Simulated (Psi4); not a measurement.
# H2F2 (SMILES F.F), run twice

Wanted: the interaction energy of H2F2, SAPT2+(3)/def2-SVPD (density fitting, density fitting for correlation, fragments set).

The calculation is run with Psi4 1.11.

2 further runs of the same task are left out: 2 set aside as unsound or not needed.

## Step 1: The system as given

H2F2 has 4 atoms, charge 0, and is taken as a singlet. SMILES: `F.F`. The coordinates come from a GFN2-xTB relaxation.

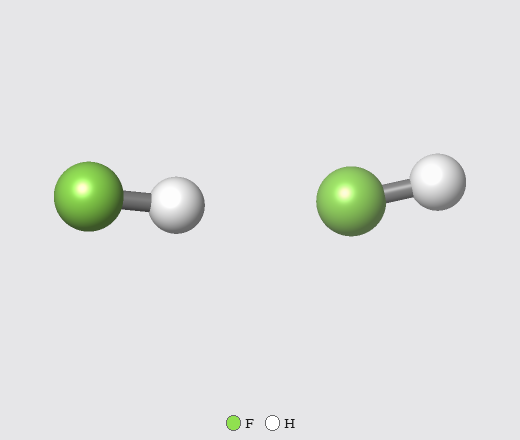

The structure, seen from a chosen angle (fluorine green, hydrogen white).

## Step 2: The input as first written

run.py

```python
import psi4

psi4.set_memory('1600 MB')
psi4.set_num_threads(1)
psi4.core.set_output_file('f2h2.out', False)

m = psi4.geometry("""
0 1
F      0.549480    -0.564530     0.503550
H      1.280870    -0.944630     0.941000
--
0 1
F     -1.174510     1.049360    -0.977730
H     -0.655840     0.459800    -0.466820
symmetry c1
no_reorient
no_com
""")

psi4.set_options({
    'basis': 'def2-SVPD',
    'scf_type': 'df',
    'freeze_core': 'true',
    'diis': False,
    'scf_initial_accelerator': 'none',
    'guess': 'core',
    'maxiter': 100,
})

energy_value = psi4.energy("sapt2+(3)")
print(f'total energy {energy_value:.8f} hartree = {energy_value * 27.211386:.5f} eV')
for k, v in sorted(psi4.core.scalar_variables().items()):
    print(f'{k:45s} {v:18.10f}')
```

Launch:

```bash
python run.py
```

f2h2.out:

```text
=> Loading Basis Set <=

    Name: DEF2-SVPD
    Role: ORBITAL
    Keyword: BASIS

   => Loading Basis Set <=

    Name: DEF2-SVPD
    Role: ORBITAL
    Keyword: BASIS

  //>>>>>>>>>>>>>>>>>>>>>>>>>>>>>>>>>>>//
  //              Dimer HF             //
  //<<<<<<<<<<<<<<<<<<<<<<<<<<<<<<<<<<<//

   => Loading Basis Set <=

    Name: DEF2-SVPD
    Role: ORBITAL
    Keyword: BASIS

         ---------------------------------------------------------
                                   SCF
                              RHF Reference
                        1 Threads,   1525 MiB Core
         ---------------------------------------------------------

  ==> Geometry <==

    Molecular point group: c1
    Full point group: C1

    Geometry (in Angstrom), charge = 0, multiplicity = 1:

[... 89 lines left out ...]
  ==> Iterations <==

                           Total Energy        Delta E     RMS |[F,P]|

   @DF-RHF iter   1:  -186.70650977784712   -1.86707e+02   7.43252e-02
   @DF-RHF iter   2:  -178.86415724647588    7.84235e+00   7.23271e-02
   @DF-RHF iter   3:  -193.63896379242800   -1.47748e+01   6.24120e-02
[... 6 lines of this table left out ...]
   @DF-RHF iter  10:  -194.54894141827654    3.27554e+00   4.46361e-02
[... 80 lines of further cycles ...]
   @DF-RHF iter  91:  -151.85980143515638   -1.80626e+00   8.31827e-02
   @DF-RHF iter  92:  -150.05354504395069    1.80626e+00   9.32577e-02
   @DF-RHF iter  93:  -151.85980143515675   -1.80626e+00   8.31827e-02
[... 6 lines of this table left out ...]
   @DF-RHF iter 100:  -150.05354504395086    1.80626e+00   9.32577e-02

PsiException: Could not converge SCF iterations in 100 iterations.

  Failed to converge.
```

The script printed:

```text
psi4.driver.p4util.exceptions.SCFConvergenceError: Could not converge SCF iterations in 100 iterations.
```

Run time: 3.9 s. Hardware: 1 thread of Intel Xeon at 2.50GHz (Skylake/Cascade Lake), shared host; peak memory 0.15 GiB.

## Step 3: Reading the log

The iterations ended before the threshold was met.

The log says `psi4.driver.p4util.exceptions.SCFConvergenceError: Could not converge SCF iterations in 100 iterations.`. The fault: the convergence aids are set badly. The sound input differs in these keys, not all of which need be the cause: diis at its default in place of no; scf initial accelerator at its default in place of none; starting guess at its default in place of core.

## Step 4: Try two

job.py

```python
import psi4

psi4.set_memory('1600 MB')
psi4.set_num_threads(1)
psi4.core.set_output_file('psi4.out', False)

mol = psi4.geometry("""
0 1
F      0.549480    -0.564530     0.503550
H      1.280870    -0.944630     0.941000
--
0 1
F     -1.174510     1.049360    -0.977730
H     -0.655840     0.459800    -0.466820
symmetry c1
no_reorient
no_com
""")

psi4.set_options({
    'basis': 'def2-SVPD',
    'scf_type': 'df',
    'freeze_core': 'true',
})

e = psi4.energy('sapt2+(3)', molecule=mol)
print('E =', round(e, 9))
for k, v in sorted(psi4.core.scalar_variables().items()):
    print(f'{k:45s} {v:18.10f}')
```

Launch:

```bash
python job.py
```

psi4.out:

```text
[...]
  Running in c1 symmetry.
[...]
  Nuclear repulsion =   29.608203698180724
[...]
  Multiplicity = 1
[...]
  Nalpha       = 10
  Nbeta        = 10
[...]
    Number of basis functions: 62
[...]
   @DF-RHF iter   1:  -199.82678954043126   -7.08563e-01   6.82404e-03 ADIIS/DIIS
[...]
   @DF-RHF iter   9:   -99.94426115589111   -2.17426e-12   2.44434e-09 DIIS
[...]
    Orbital Energies [Eh]
    ---------------------
    Doubly Occupied:
       1A    -26.300916     2A     -1.572952     3A     -0.765204
       4A     -0.652893     5A     -0.652890
[...]
  @DF-RHF Final Energy:   -99.94426115589111
   => Energetics <=
    Nuclear Repulsion Energy =              5.0837977055371049
    One-Electron Energy =                -150.1664065438700959
    Two-Electron Energy =                  45.1383476824418750
    Total Energy =                        -99.9442611558911125
[...]
 Multipole Moments:
 ------------------------------------------------------------------------------------
     Multipole            Electronic (a.u.)      Nuclear  (a.u.)        Total (a.u.)
 ------------------------------------------------------------------------------------
 L = 1.  Multiply by 2.5417464519 to convert [e a0] to [Debye]
 Dipole X            :         21.6513731          -21.2148781            0.4364950
 Dipole Y            :        -19.2121000           18.7159231           -0.4961769
 Dipole Z            :         17.9409183          -17.5109393            0.4299790
 Magnitude           :                                                    0.7884170
[...]
    Electrostatics                 -7.43629136 [mEh]      -4.66634328 [kcal/mol]     -19.52398029 [kJ/mol]
[...]
    Exchange                        6.99307937 [mEh]       4.38822355 [kcal/mol]      18.36032735 [kJ/mol]
[...]
  Total SAPT0                      -7.20597223 [mEh]      -4.52181584 [kcal/mol]     -18.91927747 [kJ/mol]
  Total SAPT2                      -4.87143686 [mEh]      -3.05687278 [kcal/mol]     -12.78995571 [kJ/mol]
  Total SAPT2+                     -5.28382141 [mEh]      -3.31564799 [kcal/mol]     -13.87267120 [kJ/mol]
  Total SAPT2+(3)                  -5.41850965 [mEh]      -3.40016614 [kcal/mol]     -14.22629513 [kJ/mol]
[...]
Warning! sapt2+(3) does not have an associated derived wavefunction. The returned wavefunction is the dimer SCF wavefunction.
[...]
```

Wall time 7.8 s (1 thread of Intel Xeon at 2.50GHz (Skylake/Cascade Lake), shared host); peak memory 0.2 GiB.

## Step 5: What came out

Level: SAPT2+(3)/def2-SVPD (density fitting, density fitting for correlation, fragments set).

| quantity | value |
| --- | --- |
| interaction energy | -14.23 kJ/mol |
